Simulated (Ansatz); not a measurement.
**Phonon calculation of CH6AlNO2**

CH6AlNO2, SMILES N[CH2][Al]([OH])[OH], computed with RKS B3LYP-D4/def2-SVP (Ansatz 0.2.0).

It belongs to a series of runs on one base structure; here: vibrations at the highest image of the band.

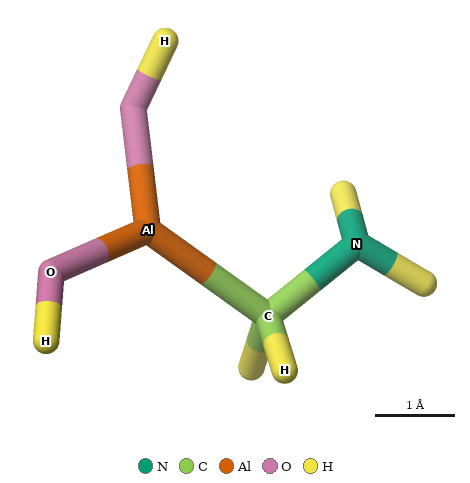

Fig. 1: The structure as given in the input (stick view, seen at a tilt). Sticks mark near contacts.

**Input**
```yaml
crystal:
  periodic: [false, false, false]
  atoms:
    - { symbol: "N", position_ang: [-0.623038, 1.548833, 0.458569] }
    - { symbol: C, position_ang: [-0.764119, 0.095633, 0.660457] }
    - { symbol: Al, position_ang: [0.565756, -0.762354, -0.506748] }
    - { symbol: O, position_ang: [0.331645, -2.268056, -1.273233] }
    - { symbol: O, position_ang: [2.074994, -0.030693, -0.740716] }
    - { symbol: H, position_ang: [0.287411, 1.860916, 0.797204] }
    - { symbol: H, position_ang: [-1.315407, 2.069075, 1.000751] }
    - { symbol: H, position_ang: [-0.716263, -0.244532, 1.719554] }
    - { symbol: H, position_ang: [-1.76227, -0.217875, 0.301517] }
    - { symbol: H, position_ang: [-0.442115, -2.830387, -1.185198] }
    - { symbol: H, position_ang: [2.428905, 0.722338, -1.211759] }
basis:
  gaussian: { orbitals: def2-SVP }
hamiltonian:
  xc: b3lyp
  dispersion: d4
phonons: {}
```

Launched with:
```bash
ansatz run input.yaml --threads 2 --pin off --max-ram 3072MiB --backend cpu --events-out ev --progress --plain --runs-dir out
```

**The program's output**
```
Engine: ansatz 0.2.0, x86_64-unknown-linux-gnu
Functional definition: B3LYP
  parameter a0 = 0.2
  parameter ax = 0.72
  parameter ac = 0.81
  exchange = (1 - a0 - ax)*slater_x + ax*b88_x + a0*exact_x
  correlation = (1 - ac)*vwn_rpa_c + ac*lyp_c
1097 factors; integrals over basis functions are off by at most 3.4e-4 eV
mean field evaluation 1: about -13295.6942 eV, gradient 9.2e1 eV
mean field evaluation 2: about -13268.9918 eV, gradient 1.5e2 eV
mean field evaluation 4: about -13311.5682 eV, gradient 7.6e0 eV
mean field evaluation 8: about -13311.7199 eV, gradient 9.7e-2 eV
mean field -13311.71991385 eV, -489.1966838261 hartree, gradient 2.8e-5 eV, S^2 0.000000; 0 other end points of the search recorded, 0 dependent functions left out
the calculation of the forces begins
reference -13311.72016884 eV, -489.1966931970 hartree; 24, 24 occupied and 80, 80 virtual orbitals, 1097 factors
these checks for a lower state are left out or cut short: stability, starts, cluster_reference, orbital_swaps, neighbouring_geometries, increment
1097 factors; integrals over basis functions are off by at most 3.4e-4 eV
mean field evaluation 16: about -13311.6984 eV, gradient 1.7e-1 eV
mean field -13311.71969489 eV, -489.1966757794 hartree, gradient 1.9e-6 eV, S^2 0.000000; 0 other end points of the search recorded, 0 dependent functions left out
[... from here on the field's lines of each further geometry are left out, up to the last ...]
the calculation of the forces begins
reference -13311.72011325 eV, -489.1966911539 hartree; 24, 24 occupied and 80, 80 virtual orbitals, 1097 factors
these checks for a lower state are left out or cut short: stability, starts, cluster_reference, orbital_swaps, neighbouring_geometries, increment
1097 factors; integrals over basis functions are off by at most 3.4e-4 eV
mean field -13311.71988732 eV, -489.1966828513 hartree, gradient 1.2e-6 eV, S^2 0.000000; 0 other end points of the search recorded, 0 dependent functions left out
the calculation of the forces begins
reference -13311.72014235 eV, -489.1966922235 hartree; 24, 24 occupied and 80, 80 virtual orbitals, 1097 factors
WARN: phonons: modes at or below zero, which the zero-point energy, F, S and C_V leave out: 1, the lowest at -297.85 cm⁻¹. A minimum has none, and a first-order saddle one
Total energy: -13312.01732535 eV, -489.2076134972 hartree
Atom 0 at    -0.623038     1.548833     0.458569 Å, force    -0.001041    -0.001887     0.004582 eV/Å
Atom 1 at    -0.764119     0.095633     0.660457 Å, force     0.001927    -0.004656    -0.005263 eV/Å
Atom 2 at     0.565756    -0.762354    -0.506748 Å, force    -0.002255     0.001489    -0.003226 eV/Å
Atom 3 at     0.331645    -2.268056    -1.273233 Å, force     0.000553    -0.002852    -0.001469 eV/Å
Atom 4 at     2.074994    -0.030693    -0.740716 Å, force     0.003773    -0.000304     0.004027 eV/Å
Atom 5 at     0.287411     1.860916     0.797204 Å, force    -0.000201     0.001870     0.000443 eV/Å
Atom 6 at    -1.315407     2.069075     1.000751 Å, force     0.001068     0.002679    -0.000344 eV/Å
Atom 7 at    -0.716263    -0.244532     1.719554 Å, force    -0.001507     0.004213     0.001402 eV/Å
Atom 8 at    -1.762270    -0.217875     0.301517 Å, force     0.000841    -0.001394     0.000980 eV/Å
Atom 9 at    -0.442115    -2.830387    -1.185198 Å, force    -0.000969     0.000136     0.000523 eV/Å
Atom 10 at     2.428905     0.722338    -1.211759 Å, force    -0.002187     0.000707    -0.001654 eV/Å
Dipole moment:    -0.304706     0.185475     0.246276 e Å
Vibrations: -297.85 35.47 101.91 186.59 242.47 280.52 313.40 331.79 340.43 515.72 594.99 667.50 823.53 869.47 944.33 1051.61 1077.40 1233.13 1313.61 1461.46 1635.27 2922.18 3028.74 3465.45 3547.61 3930.14 3999.69 cm⁻¹, zero-point energy 2.164418 eV
```

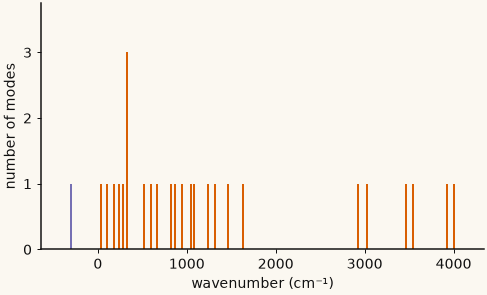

Fig. 2: Harmonic vibrational wavenumbers from the force constants; neighbouring modes closer than 20 cm⁻¹ are counted in one stick, and imaginary ones are drawn at negative wavenumbers. 27 modes from 298i to 4000 cm⁻¹, 1 imaginary beyond 8i (298i cm⁻¹): a first-order saddle point, if the geometry is stationary.

**Results in brief**

| quantity | value |
| --- | --- |
| outcome | converged |
| total energy | −13312.0173 eV |
| mean-field energy | −13311.7202 eV |
| largest force (length of the vector) | 0.007 eV/Å |
| hardware | 2 threads of Intel Xeon @ 2.50GHz (Skylake/Cascade Lake), 16 GiB of memory available, shared host |
| wall time | 2.2 min (CPU time 4.3 min) |
| peak memory | 0.24 GiB |
